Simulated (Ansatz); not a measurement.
# Geometry relaxation, with input and output: Si3H10O (part 5 of 5)

Continued. System: Si3H10O. Method: RKS PBE0-D4/def2-TZVP (Ansatz 0.2.0). The geometry is a transition state displaced along its imaginary mode. The reaction was set up to form Si1–O7 and H2–H6 and to break Si1–H2 and H6–O7 (atoms counted from 1 in the order of the input); sticks are drawn by distance alone.

Geometry of the input (Å):
```
Si -0.9306  0.1701  0.2436
H  -0.4939  -1.6368  0.7272
H  -0.9035  1.4311  -0.5213
H  -2.3781  -0.1861  0.3714
Si 0.0035  0.7569  2.3423
H  -0.2035  -1.5803  0.0047
O  -0.0517  -0.7013  -1.0225
Si 0.8614  -0.3093  -2.3498
H  -0.2541  2.1922  2.6734
H  1.4771  0.5695  2.2632
H  -0.5089  -0.0777  3.4640
H  -0.0365  0.1271  -3.4484
H  1.6079  -1.5285  -2.7541
H  1.8108  0.7733  -1.9940
```

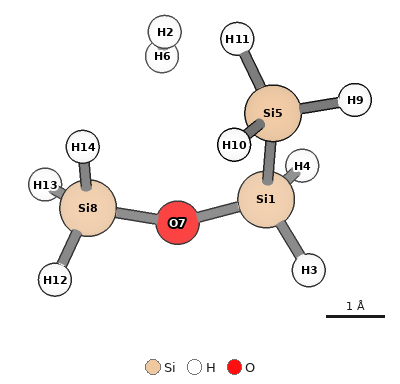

**Figure 1.** The geometry at step 88 of the log (ball-and-stick view, seen at a tilt; atoms are numbered from 1 in the order of the input).

### Trajectory as extended XYZ, continued
```
14
Properties=species:S:1:pos:R:3:forces:R:3 step=78 energy=-25833.41881 accepted=F
Si   -1.2523    0.7443    0.0228   -0.0566  -0.0619   0.0172
H    -0.2010   -2.8073    0.8717    0.0004   0.0038  -0.0044
H    -1.7748    2.0536   -0.4577    0.0250   0.0077   0.0072
H    -2.4113   -0.0716    0.4728   -0.0048   0.0034  -0.0014
Si    0.2267    1.0804    1.8136    0.0259   0.0255  -0.0139
H    -0.5937   -2.6487    0.2568    0.0011  -0.0015   0.0029
O    -0.5357   -0.0456   -1.2249    0.0115   0.0365   0.0044
Si    0.8997   -0.3730   -1.9359   -0.0052  -0.0287  -0.0003
H    -0.4898    1.7948    2.9058   -0.0041   0.0034  -0.0046
H     1.3836    1.9100    1.3801    0.0096   0.0134   0.0126
H     0.7472   -0.2067    2.3478   -0.0145  -0.0107  -0.0137
H     1.1889    0.6342   -2.9874   -0.0019   0.0046  -0.0129
H     0.8239   -1.7241   -2.5425    0.0072   0.0053  -0.0057
H     1.9885   -0.3401   -0.9231    0.0064  -0.0009   0.0127
14
Properties=species:S:1:pos:R:3:forces:R:3 step=80 energy=-25833.41982
Si   -1.2565    0.7431    0.0246   -0.0077  -0.0107  -0.0029
H    -0.1868   -2.7891    0.8655   -0.0175   0.0103  -0.0314
H    -1.7756    2.0586   -0.4423    0.0014  -0.0005  -0.0016
H    -2.4142   -0.0777    0.4688    0.0014   0.0022   0.0016
Si    0.2280    1.0818    1.8105    0.0040  -0.0026   0.0002
H    -0.5928   -2.6496    0.2535    0.0189  -0.0083   0.0297
O    -0.5370   -0.0304   -1.2317    0.0109   0.0158  -0.0003
Si    0.8985   -0.3769   -1.9339   -0.0127  -0.0083   0.0024
H    -0.4926    1.7880    2.9056   -0.0005  -0.0010  -0.0008
H     1.3835    1.9188    1.3865   -0.0001   0.0024   0.0003
H     0.7472   -0.2101    2.3349   -0.0003   0.0002  -0.0009
H     1.1993    0.6206   -2.9924   -0.0006  -0.0015  -0.0003
H     0.8161   -1.7306   -2.5341    0.0026   0.0025   0.0004
H     1.9828   -0.3465   -0.9154    0.0003  -0.0005   0.0036
14
Properties=species:S:1:pos:R:3:forces:R:3 step=82 energy=-25833.42050
Si   -1.2642    0.7553    0.0220   -0.0283  -0.0243  -0.0015
H    -0.1296   -2.7010    0.8237   -0.1244   0.0150  -0.1606
H    -1.8039    2.0724   -0.4160    0.0066  -0.0043  -0.0022
H    -2.4092   -0.0875    0.4609    0.0074   0.0095   0.0003
Si    0.2280    1.0777    1.8044    0.0125   0.0000   0.0037
H    -0.5950   -2.6552    0.2343    0.1261  -0.0145   0.1610
O    -0.5460    0.0166   -1.2556    0.0320   0.0254  -0.0029
Si    0.8921   -0.3923   -1.9188   -0.0289  -0.0172  -0.0078
H    -0.4940    1.7473    2.9218    0.0002  -0.0029  -0.0086
H     1.3663    1.9424    1.3891   -0.0006   0.0003   0.0039
H     0.7731   -0.2165    2.2967   -0.0030   0.0034  -0.0028
H     1.2464    0.5722   -2.9915   -0.0068  -0.0062   0.0051
H     0.7800   -1.7565   -2.4917    0.0057   0.0143   0.0011
H     1.9561   -0.3745   -0.8792    0.0014   0.0014   0.0115
14
Properties=species:S:1:pos:R:3:forces:R:3 step=83 energy=-25833.42099
Si   -1.2639    0.7543    0.0222   -0.0132  -0.0221  -0.0024
H    -0.1288   -2.6983    0.8228   -0.0541   0.0064  -0.0699
H    -1.8003    2.0716   -0.4187    0.0040  -0.0019   0.0000
H    -2.4104   -0.0856    0.4617    0.0040   0.0070   0.0023
Si    0.2292    1.0769    1.8040    0.0030   0.0033   0.0036
H    -0.5973   -2.6626    0.2393    0.0561  -0.0056   0.0704
O    -0.5458    0.0124   -1.2534    0.0185   0.0224  -0.0048
Si    0.8919   -0.3915   -1.9194   -0.0227  -0.0156  -0.0078
H    -0.4965    1.7499    2.9167    0.0024  -0.0006  -0.0003
H     1.3693    1.9399    1.3905   -0.0011   0.0008   0.0008
H     0.7718   -0.2162    2.3015   -0.0035   0.0005  -0.0035
H     1.2422    0.5766   -2.9897   -0.0016  -0.0009   0.0011
H     0.7819   -1.7533   -2.4971    0.0062   0.0065   0.0016
H     1.9567   -0.3742   -0.8804    0.0021   0.0000   0.0088
14
Properties=species:S:1:pos:R:3:forces:R:3 step=85 energy=-25833.40972 accepted=F
Si   -1.2895    0.7585    0.0263    0.0608   0.0136  -0.1990
H    -0.0513   -2.4751    0.7570   -0.3948  -0.1530  -0.4750
H    -1.9359    2.0678   -0.2905    0.0402  -0.1061   0.0158
H    -2.3615   -0.2030    0.4206    0.0708   0.0494  -0.0412
Si    0.2275    1.0597    1.7935   -0.0107   0.0010   0.0091
H    -0.5267   -2.6578    0.1853    0.3960   0.1503   0.4791
O    -0.5326    0.2196   -1.3366    0.1345  -0.0936   0.0858
Si    0.8799   -0.4065   -1.9020   -0.1530   0.1583   0.0329
H    -0.4732    1.7649    2.9021    0.0019  -0.0051   0.0075
H     1.3859    1.8888    1.3598   -0.0170  -0.0030  -0.0025
H     0.7423   -0.2376    2.3088    0.0060  -0.0036  -0.0033
H     1.3849    0.4587   -3.0087   -0.0599  -0.0952   0.1199
H     0.6588   -1.7868   -2.4104   -0.0237   0.0729   0.0171
H     1.8911   -0.4511   -0.8055   -0.0512   0.0140  -0.0461
14
Properties=species:S:1:pos:R:3:forces:R:3 step=87 energy=-25833.42220
Si   -1.2707    0.7607    0.0214   -0.0048  -0.0005   0.0073
H    -0.1017   -2.6344    0.8028   -0.0009   0.0026  -0.0041
H    -1.8375    2.0759   -0.3848    0.0012   0.0001   0.0008
H    -2.3962   -0.1126    0.4494   -0.0001   0.0004  -0.0004
Si    0.2278    1.0738    1.8011   -0.0010  -0.0001  -0.0026
H    -0.5785   -2.6833    0.2301    0.0031  -0.0004   0.0045
O    -0.5425    0.0746   -1.2785   -0.0011   0.0038  -0.0051
Si    0.8878   -0.3954   -1.9142    0.0046  -0.0033  -0.0035
H    -0.4905    1.7485    2.9173    0.0001  -0.0013   0.0008
H     1.3702    1.9319    1.3839    0.0002   0.0017   0.0024
H     0.7660   -0.2223    2.2957    0.0001   0.0004  -0.0025
H     1.2848    0.5415   -2.9955    0.0009  -0.0013   0.0009
H     0.7445   -1.7627   -2.4709   -0.0013  -0.0011   0.0005
H     1.9364   -0.3961   -0.8579   -0.0008  -0.0009   0.0011
14
Properties=species:S:1:pos:R:3:forces:R:3 step=88 energy=-25833.42035 accepted=F
Si   -1.2786    0.7700    0.0191    0.0220   0.0142  -0.0342
H    -0.0614   -2.5493    0.7774   -0.2472  -0.0828  -0.2743
H    -1.8773    2.0837   -0.3471    0.0052  -0.0213   0.0029
H    -2.3819   -0.1399    0.4318    0.0107   0.0041  -0.0098
Si    0.2255    1.0705    1.7972   -0.0061  -0.0093  -0.0024
H    -0.5564   -2.7158    0.2284    0.2494   0.0863   0.2755
O    -0.5382    0.1471   -1.3075    0.0367  -0.0229   0.0075
Si    0.8818   -0.4017   -1.9088   -0.0319   0.0421   0.0145
H    -0.4870    1.7391    2.9206   -0.0037  -0.0026   0.0021
H     1.3694    1.9281    1.3834   -0.0007   0.0024  -0.0025
H     0.7615   -0.2302    2.2820    0.0044   0.0006   0.0009
H     1.3356    0.4993   -3.0006   -0.0133  -0.0251   0.0294
H     0.6957   -1.7736   -2.4435   -0.0100   0.0132   0.0044
H     1.9113   -0.4273   -0.8324   -0.0155   0.0012  -0.0139
14
Properties=species:S:1:pos:R:3:forces:R:3 step=90 energy=-25833.42260
Si   -1.2745    0.7690    0.0184    0.0129   0.0041  -0.0302
H    -0.0594   -2.5768    0.7796   -0.0819  -0.0171  -0.0863
H    -1.8562    2.0845   -0.3637   -0.0046  -0.0002   0.0012
H    -2.3897   -0.1239    0.4343    0.0052  -0.0003  -0.0003
Si    0.2253    1.0712    1.7982    0.0029   0.0050   0.0053
H    -0.5705   -2.6927    0.2431    0.0836   0.0196   0.0870
O    -0.5399    0.1204   -1.2982    0.0168  -0.0089   0.0059
Si    0.8827   -0.4042   -1.9110   -0.0234   0.0134   0.0123
H    -0.4967    1.7230    2.9256   -0.0015  -0.0029   0.0008
H     1.3608    1.9454    1.3942   -0.0076  -0.0036  -0.0032
H     0.7749   -0.2270    2.2726    0.0058  -0.0071   0.0047
H     1.3199    0.5097   -2.9967   -0.0012  -0.0088   0.0060
H     0.7056   -1.7732   -2.4556   -0.0003   0.0095   0.0041
H     1.9177   -0.4253   -0.8408   -0.0067  -0.0027  -0.0074
14
Properties=species:S:1:pos:R:3:forces:R:3 step=92 energy=-25833.42299
Si   -1.2734    0.7712    0.0157   -0.0018   0.0037   0.0073
H    -0.0574   -2.5636    0.7848    0.0010   0.0015   0.0003
H    -1.8572    2.0868   -0.3631   -0.0002  -0.0004   0.0002
H    -2.3872   -0.1240    0.4300    0.0008   0.0002  -0.0015
Si    0.2242    1.0683    1.7992   -0.0011  -0.0013  -0.0013
H    -0.5604   -2.6838    0.2463    0.0002  -0.0001   0.0001
O    -0.5382    0.1257   -1.3007   -0.0017  -0.0011  -0.0035
Si    0.8807   -0.4065   -1.9122    0.0055  -0.0015  -0.0022
H    -0.5014    1.7114    2.9292   -0.0005  -0.0007   0.0012
H     1.3555    1.9487    1.3984   -0.0006   0.0004   0.0003
H     0.7795   -0.2299    2.2687    0.0004   0.0006  -0.0011
H     1.3237    0.5037   -2.9979    0.0007  -0.0014  -0.0004
H     0.6966   -1.7743   -2.4563   -0.0015   0.0010   0.0008
H     1.9151   -0.4336   -0.8422   -0.0011  -0.0010  -0.0002
14
Properties=species:S:1:pos:R:3:forces:R:3 step=94 energy=-25833.42309 accepted=F
Si   -1.2733    0.7833    0.0093    0.0033  -0.0036  -0.0012
H    -0.0200   -2.4894    0.7822   -0.0189  -0.0066  -0.0189
H    -1.8754    2.0984   -0.3413    0.0037  -0.0024   0.0028
H    -2.3757   -0.1362    0.4019    0.0050   0.0037   0.0021
Si    0.2199    1.0601    1.8000   -0.0090   0.0049   0.0113
H    -0.5291   -2.6670    0.2646    0.0180   0.0054   0.0186
O    -0.5267    0.1828   -1.3219    0.0210  -0.0106  -0.0140
Si    0.8729   -0.4197   -1.9145   -0.0139   0.0017  -0.0051
H    -0.5227    1.6596    2.9438    0.0112  -0.0034  -0.0029
H     1.3347    1.9728    1.4245   -0.0079  -0.0057   0.0008
H     0.8004   -0.2383    2.2392   -0.0056   0.0091  -0.0044
H     1.3611    0.4579   -3.0080   -0.0048  -0.0054   0.0082
H     0.6367   -1.7861   -2.4442    0.0012   0.0111   0.0045
H     1.8972   -0.4781   -0.8359   -0.0034   0.0018  -0.0018
14
Properties=species:S:1:pos:R:3:forces:R:3 step=95 energy=-25833.42319
Si   -1.2729    0.7791    0.0114   -0.0033   0.0003  -0.0006
H    -0.0328   -2.5129    0.7819   -0.0125  -0.0038  -0.0128
H    -1.8684    2.0946   -0.3485    0.0007  -0.0015   0.0000
H    -2.3791   -0.1320    0.4122    0.0012   0.0012  -0.0005
Si    0.2202    1.0636    1.8005    0.0014  -0.0002   0.0015
H    -0.5397   -2.6753    0.2575    0.0124   0.0036   0.0129
O    -0.5311    0.1629   -1.3155    0.0093  -0.0023   0.0001
Si    0.8757   -0.4156   -1.9139   -0.0067   0.0026  -0.0019
H    -0.5137    1.6781    2.9414    0.0014  -0.0017  -0.0027
H     1.3405    1.9647    1.4149   -0.0016  -0.0014   0.0011
H     0.7920   -0.2351    2.2485   -0.0008   0.0028  -0.0005
H     1.3487    0.4731   -3.0048   -0.0014  -0.0026   0.0027
H     0.6574   -1.7826   -2.4481    0.0009   0.0033   0.0018
H     1.9031   -0.4625   -0.8377   -0.0011  -0.0004  -0.0011
14
Properties=species:S:1:pos:R:3:forces:R:3 step=97 energy=-25833.42320
Si   -1.2726    0.7802    0.0108   -0.0021  -0.0023   0.0006
H    -0.0320   -2.5105    0.7825    0.0019   0.0008   0.0020
H    -1.8690    2.0954   -0.3483    0.0014   0.0001   0.0012
H    -2.3782   -0.1319    0.4106    0.0002   0.0005  -0.0002
Si    0.2201    1.0629    1.8006    0.0002   0.0026   0.0021
H    -0.5387   -2.6761    0.2597   -0.0019  -0.0009  -0.0021
O    -0.5300    0.1659   -1.3164    0.0039  -0.0005  -0.0002
Si    0.8754   -0.4157   -1.9144   -0.0024  -0.0016  -0.0023
H    -0.5155    1.6745    2.9418    0.0007  -0.0003  -0.0003
H     1.3393    1.9664    1.4173   -0.0006  -0.0003   0.0000
H     0.7940   -0.2352    2.2475   -0.0016   0.0004  -0.0019
H     1.3495    0.4709   -3.0063    0.0001  -0.0003   0.0009
H     0.6548   -1.7828   -2.4471    0.0001   0.0008   0.0003
H     1.9027   -0.4639   -0.8384    0.0003   0.0009  -0.0002
```

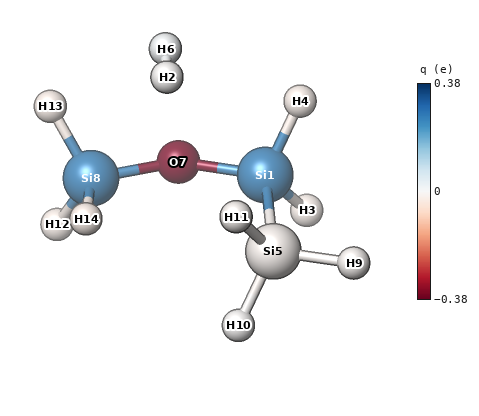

**Figure 2.** Mulliken charges, as the colour of each atom (ball-and-stick view, seen at a tilt; atoms are numbered from 1 in the order of the input). By element: Si −0.01 to +0.26, H −0.03 to +0.01 and O −0.36 e.
